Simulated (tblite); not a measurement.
## Geometry relaxation of C₃H₇F₂NSi (part 1 of 2)

C₃H₇F₂NSi, SMILES C=NC[C@@H](F)[SiH2]F, computed with GFN2-xTB geometry optimisation, gas phase (tblite 0.8.0).

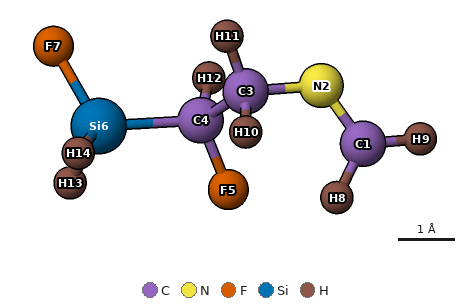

The input geometry (ball-and-stick view, seen at a tilt; atoms are numbered from 1 in the order of the input).

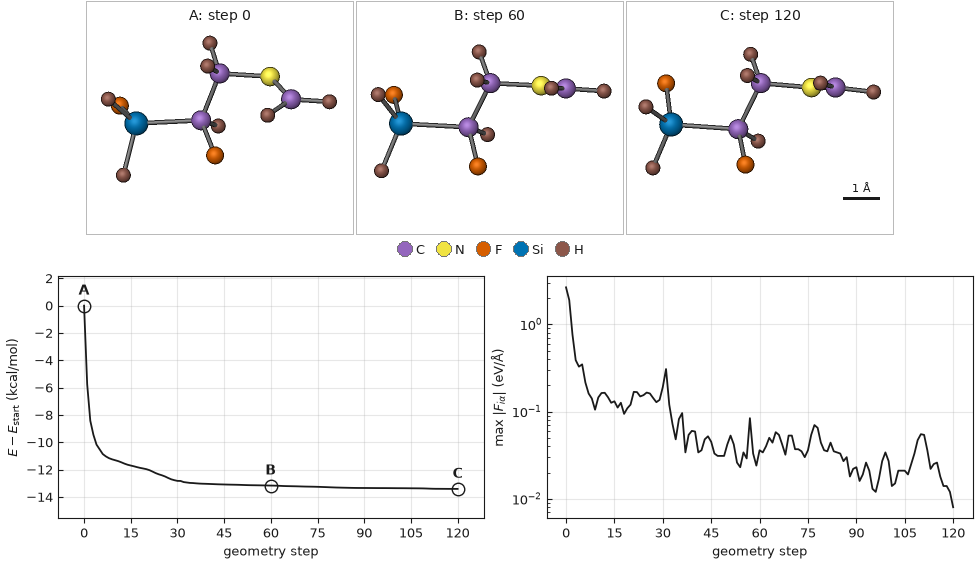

Frames of the relaxation (ball-and-stick view, seen at a tilt) above the curves, on which the letters mark them (steps are counted from 0).

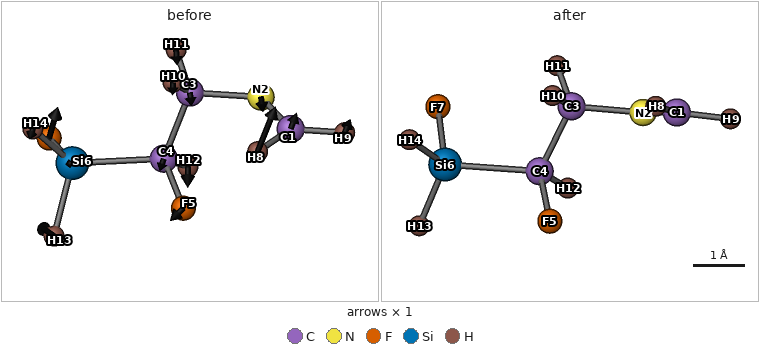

Before (left) and after (right) the relaxation, at one scale (ball-and-stick view, seen at a tilt). The black arrows give the displacements, at true length. The atom that moves furthest after the best rigid fit is H8 (1.01 Å). By element the largest moves are H 1.01 Å, F 0.75 Å, C 0.35 Å, N 0.32 Å, Si 0.16 Å. Distances before and after: C4–Si6 1.845 → 1.918 Å, Si6–F7 1.680 → 1.611 Å, Si6–H13 1.502 → 1.451 Å, C1–N2 1.288 → 1.250 Å. Among the angles that change: H13–Si6–H14 106.4° → 116.1°, N2–C1–H8 116.0° → 124.5°, C4–Si6–F7 113.4° → 104.9°. The energy falls by 13.4 kcal/mol in 120 geometry steps. Largest force component: 2.7 eV/Å at the start, 0.008 eV/Å at the end. (Atoms are counted from 1 in the order of the input.)

The input that produced these results follows, with the program's output.

Input:
```
{"job": {"kind": "relax", "xc": "GFN2-xTB", "basis": "xTB"}, "charge": 0, "multiplicity": 1}
C      2.551300     0.050900    -0.255600
N      1.595100    -0.376200    -1.005400
C      0.282700     0.161800    -0.909600
C     -0.354400    -0.400600     0.322000
F      0.406300    -0.039000     1.423100
Si    -2.119700     0.061200     0.595800
F     -3.204700    -0.965300    -0.173400
H      2.290800     0.861400     0.443000
H      3.543800    -0.371900    -0.327700
H      0.410800     1.263500    -0.823500
H     -0.266500    -0.070300    -1.838900
H     -0.344600    -1.526000     0.179700
H     -2.371300    -0.103100     2.067600
H     -2.420300     1.453200     0.280700
```

The first line tells a small driver script what to run in tblite; the rest is the geometry in Å.

Launch command:
```bash
OMP_NUM_THREADS=1 python <driver script> task.json out
```

What the program printed:
```
step      E/eV     max force
  0    -656.18528    2.850
  1    -656.43466    2.639
  2    -656.55037    0.942
  3    -656.59489    0.535
  4    -656.62617    0.408
  5    -656.64108    0.392
  6    -656.65602    0.277
  7    -656.66352    0.215
  8    -656.66913    0.172
  9    -656.67283    0.125
 10    -656.67570    0.154
 11    -656.67860    0.170
 12    -656.68240    0.193
 13    -656.68656    0.186
 14    -656.69001    0.137
 15    -656.69252    0.153
 16    -656.69490    0.150
 17    -656.69756    0.143
 18    -656.69996    0.118
 19    -656.70190    0.130
 20    -656.70401    0.151
 21    -656.70720    0.168
 22    -656.71171    0.202
 23    -656.71652    0.210
 24    -656.72034    0.192
 25    -656.72343    0.199
 26    -656.72717    0.222
 27    -656.73191    0.205
 28    -656.73620    0.161
 29    -656.73901    0.143
 30    -656.74123    0.200
 31    -656.74142    0.420
 32    -656.74500    0.133
 33    -656.74633    0.086
 34    -656.74765    0.063
 35    -656.74812    0.090
 36    -656.74899    0.100
 37    -656.74971    0.046
 38    -656.75017    0.068
 39    -656.75046    0.082
 40    -656.75083    0.074
 41    -656.75123    0.037
 42    -656.75166    0.054
 43    -656.75205    0.067
 44    -656.75234    0.072
 45    -656.75260    0.057
 46    -656.75289    0.036
 47    -656.75313    0.033
 48    -656.75333    0.035
 49    -656.75353    0.034
 50    -656.75380    0.050
 51    -656.75416    0.060
 52    -656.75452    0.049
 53    -656.75480    0.030
 54    -656.75498    0.026
 55    -656.75511    0.037
 56    -656.75527    0.036
 57    -656.75545    0.097
 58    -656.75567    0.040
 59    -656.75588    0.033
 60    -656.75605    0.040
 61    -656.75622    0.036
 62    -656.75656    0.050
 63    -656.75700    0.054
 64    -656.75748    0.055
 65    -656.75778    0.071
 66    -656.75798    0.062
 67    -656.75818    0.051
 68    -656.75839    0.034
 69    -656.75864    0.056
 70    -656.75895    0.065
 71    -656.75923    0.049
 72    -656.75940    0.038
 73    -656.75956    0.038
 74    -656.75976    0.033
 75    -656.76003    0.042
 76    -656.76037    0.057
 77    -656.76075    0.075
 78    -656.76110    0.070
 79    -656.76151    0.056
 80    -656.76188    0.037
 81    -656.76224    0.042
 82    -656.76248    0.048
 83    -656.76274    0.037
 84    -656.76295    0.046
 85    -656.76318    0.043
 86    -656.76338    0.039
 87    -656.76356    0.033
 88    -656.76367    0.019
 89    -656.76372    0.028
 90    -656.76376    0.025
 91    -656.76379    0.018
 92    -656.76387    0.022
 93    -656.76394    0.033
 94    -656.76401    0.027
 95    -656.76405    0.014
 96    -656.76408    0.015
 97    -656.76411    0.019
 98    -656.76417    0.031
 99    -656.76425    0.035
100    -656.76434    0.029
101    -656.76441    0.017
102    -656.76445    0.023
103    -656.76451    0.025
104    -656.76460    0.023
105    -656.76470    0.025
106    -656.76478    0.024
107    -656.76485    0.035
108    -656.76495    0.042
109    -656.76513    0.047
110    -656.76544    0.056
111    -656.76583    0.056
112    -656.76616    0.039
113    -656.76633    0.028
114    -656.76636    0.030
115    -656.76643    0.036
116    -656.76649    0.024
117    -656.76658    0.014
118    -656.76661    0.014
119    -656.76664    0.013
120    -656.76666    0.009
```

Trajectory as extended XYZ (Å, eV, eV/Å), 34 of the 121 frames kept, from step=0 to step=120:
```
14
Properties=species:S:1:pos:R:3:forces:R:3 step=0 energy=-656.18528
C     2.5513    0.0509   -0.2556   -2.4770  -0.0670  -1.0970
N     1.5951   -0.3762   -1.0054    2.6510  -0.5240   0.3290
C     0.2827    0.1618   -0.9096    0.8870   1.2860  -0.4930
C    -0.3544   -0.4006    0.3220    0.1000  -1.6220  -0.4990
F     0.4063   -0.0390    1.4231   -0.2970  -0.3650  -0.0320
Si   -2.1197    0.0612    0.5958   -2.6420  -0.0560   1.0660
F    -3.2047   -0.9653   -0.1734    1.2920   1.0730   0.6380
H     2.2908    0.8614    0.4430    0.8290  -0.0670  -0.0200
H     3.5438   -0.3719   -0.3277   -0.3540   0.0430   0.0540
H     0.4108    1.2635   -0.8235   -0.5870  -0.1140   0.0620
H    -0.2665   -0.0703   -1.8389    0.1190  -0.0550   0.4750
H    -0.3446   -1.5260    0.1797    0.4960   0.7540   0.5870
H    -2.3713   -0.1031    2.0676    0.0250  -0.1190  -0.7470
H    -2.4203    1.4532    0.2807   -0.0430  -0.1680  -0.3250
14
Properties=species:S:1:pos:R:3:forces:R:3 step=4 energy=-656.62617
C     2.5203    0.0569   -0.2748    0.0250   0.1250   0.0080
N     1.6411   -0.4036   -1.0385   -0.0960   0.1440  -0.0270
C     0.3266    0.1747   -0.9261   -0.1890   0.1680   0.0240
C    -0.3774   -0.4233    0.2912    0.1010  -0.2880  -0.0480
F     0.3745   -0.0734    1.4156   -0.2210  -0.1240   0.0320
Si   -2.1876    0.0791    0.6475    0.1920   0.1120  -0.0230
F    -3.1550   -0.9237   -0.1548    0.0900   0.1170  -0.0100
H     2.3402    0.8668    0.4421    0.1940   0.0040  -0.1330
H     3.5072   -0.3632   -0.3178    0.1740  -0.1260   0.0470
H     0.3801    1.2725   -0.8157   -0.0680  -0.1720   0.0360
H    -0.2542   -0.0707   -1.8147    0.0260  -0.0350  -0.1060
H    -0.3048   -1.5209    0.2133    0.0980   0.1060   0.1050
H    -2.3824   -0.1186    2.0566   -0.1820  -0.1620   0.3270
H    -2.4293    1.4471    0.2537   -0.1420   0.1320  -0.2330
14
Properties=species:S:1:pos:R:3:forces:R:3 step=7 energy=-656.66352
C     2.5257    0.0626   -0.2856    0.1340   0.0270   0.0090
N     1.6397   -0.3886   -1.0471   -0.0270   0.0480   0.0790
C     0.3198    0.1771   -0.9276   -0.0540  -0.0170  -0.0010
C    -0.3818   -0.4383    0.2807    0.0330  -0.0520   0.1510
F     0.3444   -0.0962    1.4203    0.1150   0.0840   0.1610
Si   -2.1761    0.0997    0.6653   -0.0930  -0.0160   0.0770
F    -3.1357   -0.9020   -0.1539    0.0350   0.1070   0.0060
H     2.3740    0.8747    0.4299    0.0440   0.0820  -0.0520
H     3.5103   -0.3732   -0.3100    0.0660  -0.1020  -0.0650
H     0.3631    1.2666   -0.8073   -0.0730   0.0470   0.0470
H    -0.2486   -0.0736   -1.8214   -0.0360  -0.0110  -0.1120
H    -0.2818   -1.5262    0.2300   -0.0600  -0.1450  -0.1100
H    -2.4062   -0.1401    2.0844   -0.0480  -0.0040  -0.1270
H    -2.4475    1.4569    0.2202   -0.0350  -0.0470  -0.0630
14
Properties=species:S:1:pos:R:3:forces:R:3 step=11 energy=-656.67860
C     2.5413    0.0691   -0.2912   -0.0320   0.0230  -0.0010
N     1.6386   -0.3784   -1.0364   -0.0300  -0.0420   0.0290
C     0.3117    0.1760   -0.9217    0.0270   0.0310   0.0840
C    -0.3794   -0.4497    0.2987    0.0280   0.0050  -0.0410
F     0.3509   -0.0971    1.4390    0.0330  -0.0770  -0.0850
Si   -2.1762    0.1082    0.6771    0.0580  -0.0450  -0.0920
F    -3.1292   -0.8807   -0.1580   -0.0570  -0.0120  -0.0610
H     2.4001    0.8929    0.4155    0.1030   0.0380  -0.0520
H     3.5180   -0.3923   -0.3203   -0.0410   0.0060  -0.0590
H     0.3406    1.2690   -0.7959   -0.0510  -0.0450   0.0290
H    -0.2477   -0.0752   -1.8302    0.0490   0.0010   0.1630
H    -0.2832   -1.5437    0.2226   -0.0350   0.1150   0.0560
H    -2.4266   -0.1491    2.0810   -0.0600   0.0130   0.0400
H    -2.4595    1.4504    0.1977    0.0070  -0.0110  -0.0100
14
Properties=species:S:1:pos:R:3:forces:R:3 step=15 energy=-656.69252
C     2.5553    0.0794   -0.3007    0.0290  -0.0100  -0.0220
N     1.6320   -0.3781   -1.0118   -0.0290   0.0270   0.0330
C     0.3116    0.1785   -0.8950   -0.0450   0.0280  -0.0300
C    -0.3747   -0.4541    0.3154   -0.0430   0.0050   0.0210
F     0.3740   -0.1176    1.4437   -0.0200  -0.0640   0.0470
Si   -2.1727    0.1049    0.6733   -0.0980  -0.0170   0.0030
F    -3.1364   -0.8596   -0.1807    0.0110  -0.0530  -0.0420
H     2.4591    0.9281    0.3836    0.0390   0.0160  -0.0650
H     3.5146   -0.4119   -0.3511    0.0630   0.0320  -0.0020
H     0.3036    1.2691   -0.7710    0.1310   0.0560   0.0550
H    -0.2388   -0.0786   -1.7996   -0.0960  -0.0490  -0.0410
H    -0.2951   -1.5440    0.2269    0.0150  -0.0310   0.0610
H    -2.4648   -0.1522    2.0735   -0.0090   0.0280  -0.0370
H    -2.4682    1.4356    0.1715    0.0510   0.0340   0.0190
14
Properties=species:S:1:pos:R:3:forces:R:3 step=18 energy=-656.69996
C     2.5655    0.0838   -0.3098   -0.0150  -0.0090  -0.0750
N     1.6226   -0.3755   -0.9942    0.0810  -0.0550  -0.0370
C     0.3043    0.1854   -0.8830    0.0390  -0.0800   0.0360
C    -0.3785   -0.4562    0.3255   -0.0650   0.0120   0.0800
F     0.3808   -0.1410    1.4516   -0.0710   0.0410   0.0850
Si   -2.1842    0.0987    0.6674   -0.0130   0.0700   0.0070
F    -3.1399   -0.8602   -0.2015    0.0320  -0.0460  -0.0210
H     2.4980    0.9496    0.3544   -0.0010   0.0500  -0.0260
H     3.5227   -0.4152   -0.3685   -0.0230   0.0240  -0.0130
H     0.3078    1.2756   -0.7489    0.0420   0.0180  -0.0070
H    -0.2492   -0.0872   -1.7849   -0.0180   0.0830   0.0220
H    -0.2999   -1.5447    0.2415   -0.0070  -0.0940  -0.0510
H    -2.4877   -0.1486    2.0663   -0.0250   0.0090  -0.0350
H    -2.4631    1.4350    0.1620    0.0440  -0.0240   0.0340
14
Properties=species:S:1:pos:R:3:forces:R:3 step=22 energy=-656.71171
C     2.5838    0.0972   -0.3425    0.0100   0.0400   0.0240
N     1.6198   -0.3887   -0.9764   -0.0860  -0.0010   0.0740
C     0.3039    0.1798   -0.8484    0.0130   0.0740   0.0360
C    -0.3923   -0.4688    0.3584    0.1360  -0.0760  -0.1290
F     0.3610   -0.1665    1.4928   -0.1190   0.0140  -0.0030
Si   -2.2040    0.0993    0.6585    0.1010  -0.1300  -0.0290
F    -3.1284   -0.8694   -0.2389    0.0660   0.0450   0.0390
H     2.5596    0.9959    0.2891   -0.1150  -0.0710  -0.1210
H     3.5324   -0.4146   -0.4032    0.0430   0.0000  -0.0480
H     0.3266    1.2765   -0.7140   -0.0060  -0.1670   0.0440
H    -0.2674   -0.0716   -1.7489    0.0740   0.0510   0.0770
H    -0.3127   -1.5634    0.2521   -0.0380   0.1510   0.0330
H    -2.5391   -0.1416    2.0476   -0.0610  -0.0100   0.0280
H    -2.4438    1.4355    0.1517   -0.0180   0.0780  -0.0250
14
Properties=species:S:1:pos:R:3:forces:R:3 step=25 energy=-656.72343
C     2.6024    0.1109   -0.3804   -0.0120  -0.0960  -0.0100
N     1.6133   -0.4061   -0.9487    0.0490  -0.0270   0.0710
C     0.3089    0.1749   -0.8060    0.0220   0.0110  -0.0290
C    -0.3972   -0.4835    0.3814   -0.0550   0.0760   0.0050
F     0.3204   -0.1896    1.5389    0.0060  -0.0060  -0.0140
Si   -2.2098    0.0908    0.6462    0.0000   0.0580   0.0420
F    -3.1074   -0.8779   -0.2750    0.0190   0.0350   0.0070
H     2.6051    1.0386    0.2033   -0.1370  -0.0060  -0.0790
H     3.5456   -0.4107   -0.4473    0.0410   0.0100  -0.0540
H     0.3488    1.2620   -0.6687   -0.0090   0.1110   0.1650
H    -0.2769   -0.0447   -1.7007    0.0520  -0.0600  -0.0810
H    -0.3299   -1.5717    0.2651    0.0400  -0.0150   0.0370
H    -2.6016   -0.1349    2.0279   -0.0070  -0.0150  -0.0710
H    -2.4223    1.4416    0.1418   -0.0090  -0.0760   0.0090
14
Properties=species:S:1:pos:R:3:forces:R:3 step=29 energy=-656.73901
C     2.6352    0.1163   -0.4416   -0.0930   0.0070  -0.0860
N     1.6059   -0.4430   -0.8839    0.0440   0.0450  -0.0070
C     0.3212    0.1753   -0.7346   -0.0140  -0.0300   0.0740
C    -0.4144   -0.4977    0.4253   -0.0300  -0.0320   0.0780
F     0.2638   -0.2300    1.6115    0.0950   0.0370  -0.0160
Si   -2.2229    0.0875    0.6338   -0.0890   0.0200  -0.0180
F    -3.0695   -0.8756   -0.3371   -0.0530  -0.0040  -0.0450
H     2.6531    1.1082    0.0292   -0.0030  -0.0740  -0.0400
H     3.5778   -0.4050   -0.5393   -0.0520   0.0400   0.0400
H     0.3767    1.2601   -0.5443    0.0500  -0.0410   0.0010
H    -0.2687   -0.0156   -1.6375    0.1360   0.0450  -0.0040
H    -0.3504   -1.5843    0.2976    0.0330  -0.0320   0.0120
H    -2.7142   -0.1306    1.9787    0.0140  -0.0400   0.0390
H    -2.3943    1.4339    0.1199   -0.0390   0.0590  -0.0300
14
Properties=species:S:1:pos:R:3:forces:R:3 step=33 energy=-656.74633
C     2.6424    0.1203   -0.4767    0.0250   0.0370  -0.0180
N     1.6027   -0.4585   -0.8587   -0.0580  -0.0190   0.0330
C     0.3263    0.1714   -0.6946   -0.0060   0.0120  -0.0060
C    -0.4254   -0.5067    0.4536    0.0480  -0.0220  -0.0340
F     0.2527   -0.2407    1.6404    0.0040   0.0060  -0.0090
Si   -2.2396    0.0884    0.6263    0.0080  -0.0410  -0.0120
F    -3.0609   -0.8740   -0.3693   -0.0350   0.0320  -0.0130
H     2.6687    1.1294   -0.0508    0.0010   0.0100   0.0040
H     3.5848   -0.3970   -0.5750    0.0030  -0.0090   0.0000
H     0.3960    1.2541   -0.4881    0.0460  -0.0720  -0.0070
H    -0.2453    0.0038   -1.6117    0.0050   0.0410   0.0010
H    -0.3551   -1.5935    0.3143   -0.0060   0.0240   0.0640
H    -2.7600   -0.1345    1.9607    0.0110  -0.0280   0.0110
H    -2.3882    1.4371    0.1076   -0.0470   0.0290  -0.0150
14
Properties=species:S:1:pos:R:3:forces:R:3 step=36 energy=-656.74899
C     2.6518    0.1261   -0.5138   -0.0260  -0.0180   0.0090
N     1.6003   -0.4760   -0.8244    0.0960   0.0240   0.0160
C     0.3334    0.1674   -0.6564    0.0200  -0.0290  -0.0140
C    -0.4323   -0.5152    0.4765   -0.0340   0.0180   0.0140
F     0.2326   -0.2531    1.6718   -0.0160   0.0190   0.0020
Si   -2.2504    0.0845    0.6170    0.0060   0.0210  -0.0010
F    -3.0530   -0.8685   -0.4033   -0.0250   0.0340  -0.0030
H     2.6841    1.1552   -0.1373    0.0100  -0.0020  -0.0140
H     3.5943   -0.3905   -0.6162   -0.0140  -0.0090  -0.0080
H     0.4228    1.2417   -0.4286    0.0230   0.0290  -0.0100
H    -0.2289    0.0296   -1.5831   -0.0400   0.0170  -0.0030
H    -0.3626   -1.6004    0.3406   -0.0040  -0.0290   0.0260
H    -2.8076   -0.1402    1.9388    0.0370  -0.0230  -0.0340
H    -2.3852    1.4389    0.0962   -0.0340  -0.0520   0.0210
14
Properties=species:S:1:pos:R:3:forces:R:3 step=40 energy=-656.75083
C     2.6556    0.1283   -0.5179    0.0280  -0.0110   0.0100
N     1.6057   -0.4791   -0.8172   -0.0590  -0.0250  -0.0380
C     0.3374    0.1635   -0.6523    0.0000   0.0290   0.0110
C    -0.4341   -0.5166    0.4801    0.0240   0.0000  -0.0080
F     0.2278   -0.2486    1.6760   -0.0250   0.0260   0.0110
Si   -2.2510    0.0838    0.6138   -0.0110  -0.0190  -0.0100
F    -3.0617   -0.8561   -0.4113   -0.0150   0.0000  -0.0150
H     2.6902    1.1610   -0.1525    0.0100   0.0040  -0.0090
H     3.5944   -0.3927   -0.6230    0.0360   0.0010   0.0060
H     0.4346    1.2383   -0.4223   -0.0090  -0.0020   0.0050
H    -0.2305    0.0398   -1.5791    0.0240  -0.0290   0.0190
H    -0.3647   -1.6047    0.3557   -0.0020   0.0220  -0.0090
H    -2.8056   -0.1509    1.9320    0.0140  -0.0260   0.0230
H    -2.3987    1.4335    0.0957   -0.0150   0.0290   0.0040
14
Properties=species:S:1:pos:R:3:forces:R:3 step=44 energy=-656.75234
C     2.6577    0.1217   -0.5172   -0.0180   0.0000  -0.0380
N     1.6064   -0.4827   -0.8234    0.0500   0.0040   0.0520
C     0.3413    0.1648   -0.6531    0.0030  -0.0190  -0.0140
C    -0.4334   -0.5128    0.4780   -0.0160   0.0330   0.0060
F     0.2176   -0.2319    1.6771   -0.0090   0.0100   0.0110
Si   -2.2538    0.0820    0.6101   -0.0150   0.0070   0.0030
F    -3.0758   -0.8462   -0.4168    0.0040  -0.0120  -0.0100
H     2.6886    1.1566   -0.1563    0.0160  -0.0110   0.0110
H     3.6011   -0.3930   -0.6189   -0.0130  -0.0150  -0.0040
H     0.4426    1.2391   -0.4237   -0.0180  -0.0060   0.0020
H    -0.2260    0.0380   -1.5783   -0.0120  -0.0030  -0.0200
H    -0.3624   -1.6019    0.3637    0.0180   0.0290  -0.0200
H    -2.7876   -0.1696    1.9350    0.0040  -0.0160  -0.0010
H    -2.4169    1.4353    0.1016    0.0060  -0.0010   0.0210
14
Properties=species:S:1:pos:R:3:forces:R:3 step=47 energy=-656.75313
C     2.6610    0.1202   -0.5238    0.0140   0.0090   0.0180
N     1.6089   -0.4881   -0.8172   -0.0120   0.0230   0.0150
C     0.3445    0.1636   -0.6508   -0.0140   0.0030   0.0170
C    -0.4353   -0.5073    0.4799   -0.0250  -0.0080  -0.0020
F     0.2081   -0.2227    1.6831   -0.0080   0.0110  -0.0190
Si   -2.2586    0.0809    0.6076   -0.0040  -0.0020   0.0050
F    -3.0803   -0.8426   -0.4246    0.0190  -0.0010   0.0050
H     2.6925    1.1565   -0.1662    0.0180  -0.0110  -0.0110
H     3.6044   -0.3953   -0.6226   -0.0140  -0.0140  -0.0110
H     0.4450    1.2370   -0.4177    0.0100   0.0070  -0.0310
H    -0.2229    0.0384   -1.5771    0.0110  -0.0020   0.0000
H    -0.3598   -1.5955    0.3661    0.0060   0.0000   0.0050
H    -2.7839   -0.1822    1.9343   -0.0050  -0.0100  -0.0150
H    -2.4243    1.4367    0.1068    0.0040  -0.0050   0.0220
```
